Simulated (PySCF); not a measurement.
System: C₅H₁₁FOSSi.

```xyz
20

O     1.0146    2.5622    0.2686
S     0.1310    1.7630   -0.5918
C    -1.2194    1.1788    0.5326
C    -1.9171   -0.0525   -0.0073
C    -0.9608   -1.2364   -0.1071
C     0.1301   -0.9536   -1.1289
F     0.8915   -2.1019   -1.2993
C     1.0457    0.1836   -0.7315
Si    2.1146   -0.0008    0.8546
H    -0.7648    1.0027    1.5048
H    -1.9068    2.0210    0.6141
H    -2.3314    0.1664   -0.9952
H    -2.7498   -0.3139    0.6502
H    -1.5022   -2.1332   -0.4152
H    -0.4970   -1.4365    0.8614
H    -0.3215   -0.7628   -2.1155
H     1.7359    0.3626   -1.5618
H     1.3314    0.3138    2.0485
H     2.4936   -1.4129    0.9027
H     3.2773    0.8610    0.7131
```

Geometry: GFN2-xTB.

These are results of KT3/6-31G*, SCF density, gas phase, non-relativistic in PySCF 2.14.0, not measurements.

Question: What can the converged electron density and electron localisation function tell about the bonding?

Answer: C–C (1.51 Å): ρ is about 1.7 e/Å³ halfway; the ELF peaks at about 0.95 between the atoms (a shared electron pair).
C–H (1.09 Å): ρ is about 2 e/Å³ halfway; the ELF climbs to about 1 towards the hydrogen, as it does in any bond to H; a covalent bond by its length.

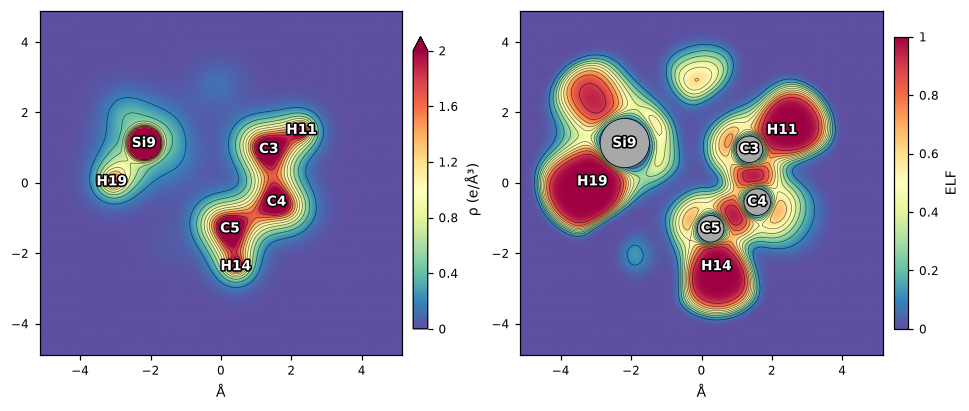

Computed electron density and electron localisation function on the plane of atoms C3, C4 and C5, in this order. Grey discs cover the atomic cores in the ELF map. 
